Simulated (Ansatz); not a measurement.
## Run report: AlSnNH6, nudged elastic band

System: AlSnNH6.
Method: RKS PBE-D4/def2-SVP (Ansatz 0.2.0).

It belongs to a series of runs on one base structure; here: band between the two ends.

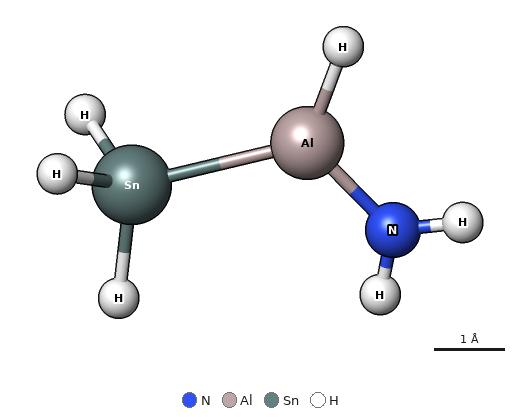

*The starting structure (ball-and-stick view, seen at a tilt). Sticks mark near contacts.*

Bond lengths as drawn: Al–H 1.60 Å, Al–N 1.79 Å, Al–Sn 2.66 Å, H–N 1.02 Å and H–Sn 1.73 to 1.74 Å.

### Results in brief

```json
{"quantity": "outcome", "value": "converged"}
{"quantity": "barrier, forward", "value": "0.533 eV"}
{"quantity": "barrier, backward", "value": "0.533 eV"}
{"quantity": "hardware", "value": "1 thread of Arm Neoverse V1, 24 GiB of memory available, shared host"}
{"quantity": "wall time", "value": "3.1 min"}
{"quantity": "peak memory", "value": "0.12 GiB"}
```

The order of the saddle point was not checked.

### The input
```yaml
crystal:
  periodic: [false, false, false]
  atoms:
    - { symbol: "N", position_ang: [-1.145358, 0.948615, -1.470283] }
    - { symbol: Al, position_ang: [0.169728, 1.04701, -0.265493] }
    - { symbol: Sn, position_ang: [0.702922, -1.151954, 1.132375] }
    - { symbol: H, position_ang: [-1.708542, 0.117846, -1.669819] }
    - { symbol: H, position_ang: [-1.447934, 1.722141, -2.06897] }
    - { symbol: H, position_ang: [0.918803, 2.454451, -0.124652] }
    - { symbol: H, position_ang: [2.35382, -1.665715, 0.996057] }
    - { symbol: H, position_ang: [-0.258863, -2.510174, 0.638495] }
    - { symbol: H, position_ang: [0.415423, -0.962219, 2.83229] }
basis:
  gaussian: { orbitals: def2-SVP }
hamiltonian:
  xc: pbe
  dispersion: d4
neb:
  order_check: false
  images: 9
  f_tol: 0.05
  max_iterations: 60
  initial_path: idpp
  final_atoms:
    - { symbol: "N", position_ang: [-1.13614414, 0.94526909, -1.47987952] }
    - { symbol: Al, position_ang: [0.15977571, 1.05129501, -0.25460117] }
    - { symbol: Sn, position_ang: [0.70042524, -1.1516173, 1.13362953] }
    - { symbol: H, position_ang: [-1.44096557, 1.71813594, -2.07846309] }
    - { symbol: H, position_ang: [-1.68517922, 0.10777405, -1.68977288] }
    - { symbol: H, position_ang: [0.88900011, 2.46563291, -0.09301471] }
    - { symbol: H, position_ang: [2.34450024, -1.67702337, 0.96271245] }
    - { symbol: H, position_ang: [-0.28250997, -2.50188226, 0.66019326] }
    - { symbol: H, position_ang: [0.45109662, -0.95758308, 2.83919613] }
```

Launched with:
```bash
ansatz run input.yaml --threads 1 --pin off --max-ram 2048MiB --backend cpu --events-out ev --progress --plain --runs-dir out
```

### The program's output
```
Engine: ansatz 0.2.0, aarch64-unknown-linux-gnu
Functional definition: PBE
  parameter kappa = 0.804
  parameter beta = 0.06672455060314922
  exchange = pbe_x(kappa = kappa, mu = beta*pi^2/3)
  correlation = pbe_c(beta = beta)
1004 factors; their error is unknown
mean field evaluation 1: about -13997.8566 eV, gradient 6.5e1 eV
mean field evaluation 2: about -13944.3938 eV, gradient 1.3e2 eV
mean field evaluation 4: about -14006.9503 eV, gradient 6.6e0 eV
mean field evaluation 8: about -14007.1716 eV, gradient 1.1e-1 eV
mean field evaluation 16: about -14007.1383 eV, gradient 1.7e-4 eV
mean field -14007.13825347 eV, -514.7528364357 hartree, gradient 1.9e-5 eV, S^2 0.000000; 0 other end points of the search recorded, 0 dependent functions left out
the calculation of the forces begins
reference -14007.13830020 eV, -514.7528381532 hartree; 24, 24 occupied and 64, 64 virtual orbitals, 1004 factors
1004 factors; their error is unknown
mean field evaluation 32: about -14007.1383 eV, gradient 2.1e-3 eV
mean field -14007.13828748 eV, -514.7528376857 hartree, gradient 1.9e-5 eV, S^2 0.000000; 0 other end points of the search recorded, 0 dependent functions left out
[... from here on the field's lines of each further geometry are left out, up to the last ...]
NEB iter   1: max|band force component| = 3.760e-1 eV/Å  barrier→ = 0.5881 eV  barrier← = 0.5881 eV  CI = image 5  Δτ_max = 0.1593 Å  (286 SCF iters)
NEB iter   2: max|band force component| = 3.512e-1 eV/Å  barrier→ = 0.5843 eV  barrier← = 0.5843 eV  CI = image 5  Δτ_max = 0.1024 Å  (235 SCF iters)
NEB iter   3: max|band force component| = 2.068e-1 eV/Å  barrier→ = 0.5534 eV  barrier← = 0.5535 eV  CI = image 5  Δτ_max = 0.0541 Å  (234 SCF iters)
NEB iter   4: max|band force component| = 1.701e-1 eV/Å  barrier→ = 0.5445 eV  barrier← = 0.5445 eV  CI = image 5  Δτ_max = 0.0669 Å  (238 SCF iters)
NEB iter   5: max|band force component| = 1.239e-1 eV/Å  barrier→ = 0.5360 eV  barrier← = 0.5360 eV  CI = image 5  Δτ_max = 0.0285 Å  (236 SCF iters)
NEB iter   6: max|band force component| = 8.501e-2 eV/Å  barrier→ = 0.5336 eV  barrier← = 0.5336 eV  CI = image 5  Δτ_max = 0.0289 Å  (242 SCF iters)
the calculation of the forces begins
reference -14007.11793918 eV, -514.7520898994 hartree; 24, 24 occupied and 64, 64 virtual orbitals, 1004 factors
1004 factors; their error is unknown
mean field -14006.60923577 eV, -514.7333953939 hartree, gradient 1.4e-5 eV, S^2 0.000000; 1 other end points of the search recorded, 0 dependent functions left out
the calculation of the forces begins
reference -14006.60928415 eV, -514.7333971718 hartree; 24, 24 occupied and 64, 64 virtual orbitals, 1004 factors
NEB iter   7: max|band force component| = 3.677e-2 eV/Å  barrier→ = 0.5326 eV  barrier← = 0.5327 eV  CI = image 5  Δτ_max = 0.0000 Å  (485 SCF iters)
```

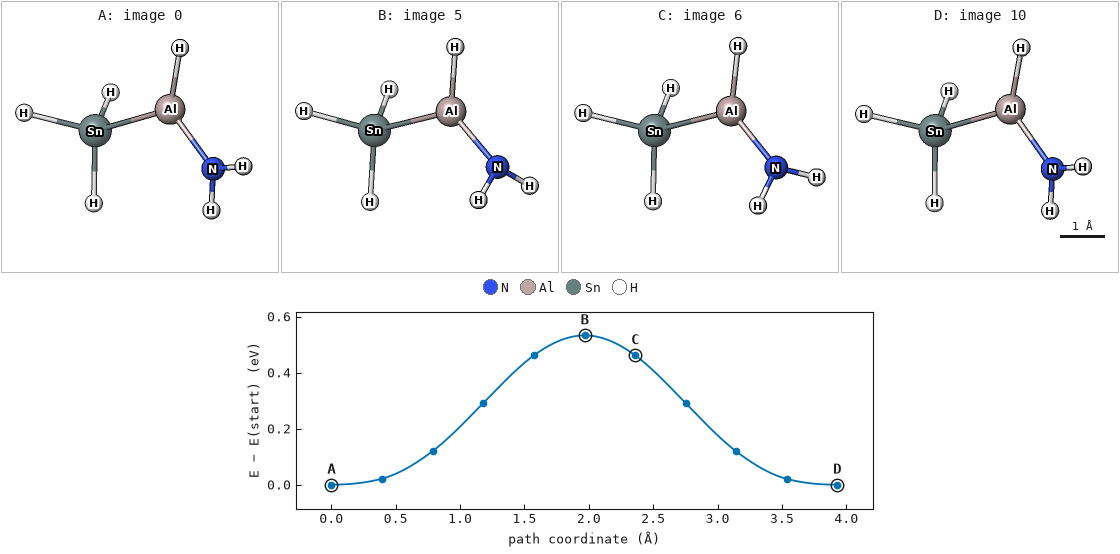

*Images of the last band (counted from 0; ball-and-stick, seen at a tilt) above the energy along the path; the line is a cubic interpolation that uses the forces.*

The highest image is number 5, 0.533 eV above the start and 0.533 eV above the end (the climbing image); start and end have the same energy. The path is 3.93 Å long. The band converged in 7 iterations.

```
Total energy: -14006.76011533 eV, -514.7389401155 hartree
Atom 0 at    -1.363788     1.173403    -1.384884 Å, force     0.034515    -0.028689    -0.036426 eV/Å
Atom 1 at    -0.037143     1.093366    -0.146479 Å, force    -0.010521     0.001524     0.007778 eV/Å
Atom 2 at     0.878338    -1.179919     0.945817 Å, force     0.003697     0.004632     0.002539 eV/Å
Atom 3 at    -2.324402     0.910973    -1.136708 Å, force    -0.005512     0.002292     0.022269 eV/Å
Atom 4 at    -1.187392     0.776898    -2.316387 Å, force    -0.015555     0.018098     0.005451 eV/Å
Atom 5 at     0.643438     2.468662     0.316751 Å, force    -0.002967     0.003713     0.000912 eV/Å
Atom 6 at     2.587077    -1.387343     0.703701 Å, force     0.000292    -0.002920     0.002352 eV/Å
Atom 7 at     0.140311    -2.632547     0.348026 Å, force    -0.004920     0.000929    -0.005458 eV/Å
Atom 8 at     0.663560    -1.223492     2.670163 Å, force     0.000970     0.000421     0.000583 eV/Å
Dipole moment:    -0.286149     0.026650    -0.266039 e Å
this run last wrote the band of iteration 7 to [file]
```

### The last band as extended XYZ (Å, eV, eV/Å)
```
9
Properties=species:S:1:pos:R:3:forces:R:3 image=0 energy=-14007.29268
N    -1.1454    0.9486   -1.4703   -0.0102  -0.0064  -0.0087
Al    0.1697    1.0470   -0.2655    0.0087   0.0049   0.0059
Sn    0.7029   -1.1520    1.1324   -0.0007  -0.0024  -0.0027
H    -1.7085    0.1178   -1.6698    0.0069   0.0046   0.0044
H    -1.4479    1.7221   -2.0690    0.0023   0.0024   0.0018
H     0.9188    2.4545   -0.1247   -0.0059  -0.0078  -0.0017
H     2.3538   -1.6657    0.9961    0.0000   0.0027  -0.0005
H    -0.2589   -2.5102    0.6385   -0.0018   0.0006  -0.0004
H     0.4154   -0.9622    2.8323    0.0007   0.0014   0.0019
9
Properties=species:S:1:pos:R:3:forces:R:3 image=1 energy=-14007.27130
N    -1.2129    0.9753   -1.4310    0.0081   0.0085  -0.0122
Al    0.1168    1.0373   -0.2396    0.0190  -0.0104   0.0010
Sn    0.7069   -1.1592    1.1367    0.0082  -0.0006   0.0004
H    -1.9028    0.2271   -1.5315    0.0500  -0.0583  -0.0355
H    -1.3762    1.6901   -2.1455   -0.0639   0.0608   0.0562
H     0.9584    2.3961   -0.1629    0.0031   0.0016  -0.0274
H     2.4014   -1.4968    0.9607   -0.0009  -0.0197   0.0163
H    -0.1157   -2.5768    0.5678   -0.0137   0.0011   0.0044
H     0.4240   -1.0930    2.8453   -0.0098   0.0168  -0.0033
9
Properties=species:S:1:pos:R:3:forces:R:3 image=2 energy=-14007.17296
N    -1.2610    1.0019   -1.4009    0.0032  -0.0409  -0.0206
Al    0.0602    1.0580   -0.1959    0.0405  -0.0286   0.0208
Sn    0.7273   -1.1614    1.1125   -0.0096   0.0052   0.0202
H    -2.0584    0.3619   -1.3779    0.1000  -0.1625  -0.0825
H    -1.2762    1.5270   -2.2792   -0.1131   0.2197   0.1079
H     0.9187    2.4026   -0.0676    0.0328  -0.0036  -0.0963
H     2.4305   -1.4218    0.8697   -0.0186   0.0017   0.0217
H    -0.0378   -2.5973    0.5105   -0.0299   0.0058   0.0081
H     0.4968   -1.1709    2.8288   -0.0053   0.0032   0.0207
9
Properties=species:S:1:pos:R:3:forces:R:3 image=3 energy=-14007.00146
N    -1.3165    1.0649   -1.3722    0.0204  -0.0894   0.0155
Al    0.0198    1.0752   -0.1697    0.0160  -0.0281   0.0123
Sn    0.7681   -1.1687    1.0660   -0.0207   0.0119   0.0405
H    -2.1761    0.5216   -1.2624    0.0824  -0.2367  -0.0668
H    -1.2032    1.2982   -2.3627   -0.0982   0.3340   0.0601
H     0.8445    2.4275    0.0631    0.0696  -0.0048  -0.1270
H     2.4741   -1.4002    0.7995   -0.0364   0.0242   0.0142
H     0.0250   -2.6115    0.4530   -0.0335   0.0065   0.0089
H     0.5642   -1.2070    2.7853    0.0002  -0.0175   0.0423
9
Properties=species:S:1:pos:R:3:forces:R:3 image=4 energy=-14006.83126
N    -1.3565    1.1392   -1.3679    0.0076  -0.0497   0.0190
Al   -0.0117    1.0862   -0.1576   -0.0119  -0.0148  -0.0025
Sn    0.8214   -1.1759    1.0082   -0.0232   0.0097   0.0360
H    -2.2638    0.7016   -1.1806    0.0424  -0.1893  -0.0103
H    -1.1705    1.0369   -2.3720   -0.0375   0.2414  -0.0021
H     0.7506    2.4507    0.1935    0.0654  -0.0015  -0.0857
H     2.5292   -1.3934    0.7490   -0.0249   0.0207   0.0058
H     0.0847   -2.6236    0.3978   -0.0215   0.0030   0.0045
H     0.6167   -1.2217    2.7296    0.0036  -0.0196   0.0354
9
Properties=species:S:1:pos:R:3:forces:R:3 image=5 energy=-14006.76007
N    -1.3638    1.1734   -1.3849    0.0345  -0.0287  -0.0364
Al   -0.0371    1.0934   -0.1465   -0.0105   0.0015   0.0078
Sn    0.8783   -1.1799    0.9458    0.0037   0.0046   0.0025
H    -2.3244    0.9110   -1.1367   -0.0055   0.0023   0.0223
H    -1.1874    0.7769   -2.3164   -0.0156   0.0181   0.0055
H     0.6434    2.4687    0.3168   -0.0030   0.0037   0.0009
H     2.5871   -1.3873    0.7037    0.0003  -0.0029   0.0024
H     0.1403   -2.6325    0.3480   -0.0049   0.0009  -0.0055
H     0.6636   -1.2235    2.6702    0.0010   0.0004   0.0006
9
Properties=species:S:1:pos:R:3:forces:R:3 image=6 energy=-14006.83114
N    -1.3530    1.1218   -1.3819    0.0441  -0.0652  -0.0302
Al   -0.0490    1.0913   -0.1282   -0.0009  -0.0084   0.0059
Sn    0.9416   -1.1791    0.8902    0.0312   0.0023  -0.0305
H    -2.3499    1.1555   -1.1444    0.0110   0.2345  -0.0356
H    -1.2632    0.5623   -2.2358   -0.0425  -0.1781   0.0592
H     0.5191    2.4849    0.4213   -0.0847   0.0162   0.0752
H     2.6482   -1.3855    0.6598    0.0314  -0.0240   0.0043
H     0.1946   -2.6315    0.3034    0.0064   0.0018  -0.0202
H     0.7116   -1.2196    2.6156    0.0040   0.0208  -0.0280
9
Properties=species:S:1:pos:R:3:forces:R:3 image=7 energy=-14007.00161
N    -1.3651    1.0388   -1.3398    0.0182  -0.1033   0.0074
Al   -0.0590    1.0849   -0.1060    0.0177  -0.0162   0.0226
Sn    0.9996   -1.1751    0.8397    0.0372   0.0018  -0.0314
H    -2.3166    1.3915   -1.2070    0.0824   0.3177  -0.1268
H    -1.3701    0.3815   -2.1237   -0.0899  -0.2183   0.1158
H     0.3917    2.4953    0.5036   -0.1252   0.0164   0.0822
H     2.7044   -1.3750    0.6087    0.0382  -0.0239  -0.0021
H     0.2487   -2.6275    0.2589    0.0124   0.0045  -0.0311
H     0.7665   -1.2144    2.5656    0.0090   0.0212  -0.0367
9
Properties=species:S:1:pos:R:3:forces:R:3 image=8 energy=-14007.17366
N    -1.3971    0.9762   -1.2815   -0.0090  -0.0510   0.0131
Al   -0.0796    1.0756   -0.0744    0.0108  -0.0109   0.0356
Sn    1.0460   -1.1712    0.8007    0.0190   0.0030  -0.0151
H    -2.2197    1.5838   -1.3164    0.1247   0.1916  -0.1426
H    -1.5000    0.2307   -1.9740   -0.0997  -0.1387   0.1212
H     0.2651    2.5011    0.5664   -0.0926   0.0100   0.0432
H     2.7493   -1.3492    0.5452    0.0205  -0.0058  -0.0140
H     0.3015   -2.6218    0.2073    0.0146   0.0052  -0.0259
H     0.8346   -1.2252    2.5269    0.0117  -0.0035  -0.0156
9
Properties=species:S:1:pos:R:3:forces:R:3 image=9 energy=-14007.27196
N    -1.4285    0.9468   -1.2322    0.0054  -0.0331  -0.0001
Al   -0.1213    1.0720   -0.0204   -0.0080   0.0097   0.0182
Sn    1.0725   -1.1627    0.7856   -0.0052  -0.0003   0.0039
H    -2.0916    1.6914   -1.4633    0.0651   0.0548  -0.0626
H    -1.6460    0.1120   -1.7823   -0.0501  -0.0329   0.0570
H     0.1684    2.5190    0.5976   -0.0268   0.0069   0.0067
H     2.7707   -1.2815    0.4625   -0.0010   0.0124  -0.0148
H     0.3539   -2.6052    0.1415    0.0090   0.0040  -0.0100
H     0.9220   -1.2919    2.5110    0.0115  -0.0215   0.0016
9
Properties=species:S:1:pos:R:3:forces:R:3 image=10 energy=-14007.29274
N    -1.1165    0.9377   -1.4995    0.0004  -0.0018   0.0019
Al    0.1592    1.0516   -0.2538   -0.0040  -0.0022  -0.0034
Sn    0.6873   -1.1466    1.1467    0.0001   0.0017   0.0007
H    -1.4151    1.7082   -2.1042    0.0030  -0.0051   0.0049
H    -1.6584    0.0975   -1.7167   -0.0010   0.0040  -0.0033
H     0.8795    2.4694   -0.0831    0.0018   0.0044   0.0002
H     2.3362   -1.6650    1.0030   -0.0004  -0.0003  -0.0002
H    -0.2820   -2.5020    0.6599   -0.0001  -0.0001   0.0000
H     0.4099   -0.9508    2.8477    0.0001  -0.0005  -0.0008
```
